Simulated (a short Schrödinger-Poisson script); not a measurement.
Stack: MOS inversion layer, SiO2 on p-type Si(100), at 300 K.

```
layer  material  thickness (nm)  Na (cm⁻³)
-----  --------  --------------  ---------
1          SiO2             0.9          -
2            Si             980     5.7e17
```

The device is made up for the run: typed textbook-type constants, with dimensions and the other settings drawn at random. SiO2: permittivity 3.9, conduction-band edge (eV) 3.15, gap (eV) 9, electron mass (mₑ) 0.5. Si: permittivity 11.7, conduction-band edge (eV) 0, gap (eV) 1.124, Nv at 300 K (cm⁻³) 3.1e19.

Channel valleys (confinement mass, in-plane density-of-states mass, number): Δ2 0.916, 0.19, 2; Δ4 0.19, 0.417, 4. At the gate the conduction-band edge of layer 1 lies 3.7 eV − eVg above the Fermi level of the channel; the field vanishes at the back. Gaps are held at their typed values at every temperature. Mesh 0.03 nm at interfaces.

Solved with a short Schrödinger-Poisson script written for these runs: 1D Poisson equation in equilibrium, electrons quantum, Hartree (BenDaniel-Duke, 12 states a valley, the channel's in-plane mass for all, wave functions ending at the dielectric), parabolic valleys, classical holes, full ionisation, no traps, pinning or gate leakage.

Only gate voltages with over 1e8 electrons/cm² are shown.

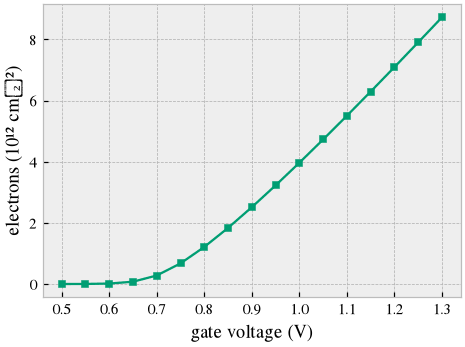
Figure: Sheet density against gate voltage

| Vg (V) | electrons (cm⁻²) | C (μF/cm²) | Δ2 E0 (meV) | Δ2 E1 (meV) | Δ4 E0 (meV) | Δ4 E1 (meV) |
|---|---|---|---|---|---|---|
| 0.5 | 4.75e8 | 0.226 | 245.0 | 311.2 | 306.1 | 414.5 |
| 0.55 | 2.69e9 | 0.231 | 199.7 | 267.3 | 262.0 | 372.7 |
| 0.6 | 1.50e10 | 0.287 | 154.8 | 223.7 | 218.4 | 331.3 |
| 0.65 | 7.55e10 | 0.542 | 112.5 | 182.9 | 177.4 | 292.5 |
| 0.7 | 2.78e11 | 1.09 | 77.9 | 150.1 | 144.6 | 261.6 |
| 0.75 | 6.75e11 | 1.61 | 53.6 | 128.2 | 122.9 | 241.6 |
| 0.8 | 1.21e12 | 1.93 | 36.7 | 114.1 | 108.8 | 229.1 |
| 0.85 | 1.84e12 | 2.12 | 24.0 | 104.2 | 99.2 | 220.9 |
| 0.9 | 2.51e12 | 2.26 | 13.7 | 96.9 | 92.0 | 215.0 |
| 0.95 | 3.23e12 | 2.35 | 5.0 | 91.1 | 86.4 | 210.5 |
| 1 | 3.97e12 | 2.42 | -2.6 | 86.3 | 81.8 | 207.0 |
| 1.05 | 4.73e12 | 2.47 | -9.5 | 82.2 | 77.8 | 204.1 |
| 1.1 | 5.51e12 | 2.52 | -15.9 | 78.6 | 74.4 | 201.7 |
| 1.15 | 6.30e12 | 2.56 | -21.9 | 75.4 | 71.3 | 199.6 |
| 1.2 | 7.10e12 | 2.59 | -27.6 | 72.5 | 68.5 | 197.7 |
| 1.25 | 7.91e12 | 2.62 | -33.1 | 69.8 | 66.0 | 196.1 |
| 1.3 | 8.73e12 | 2.64 | -38.3 | 67.3 | 63.6 | 194.6 |

Subbands count from the Fermi level.
